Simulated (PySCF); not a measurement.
Cd(H)2, H₂Cd, SMILES [CdH2] at its PBE0/def2-SVP optimised geometry (Å):

```
3

Cd     0.0000     0.0000     0.0000
H      1.6800     0.0000     0.0000
H     -1.6800     0.0000     0.0000
```

Level of theory: PBE0/def2-TZVP, def2 effective core potentials past Kr (PySCF 2.14.0). The core electrons that the potentials of Cd replace are not part of the density. Cells within 0.4 Å of a nucleus heavier than hydrogen are left out (blank, or x).

Map of the deformation density (molecule minus spherical neutral atoms) (e/bohr³) on the plane z = 0.0 Å:

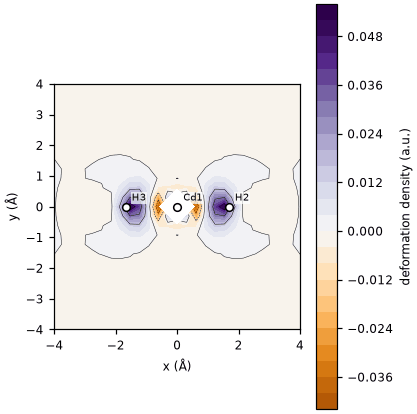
Figure. Deformation density (molecule minus spherical neutral atoms) (e/bohr³) on the plane z = 0.0 Å.
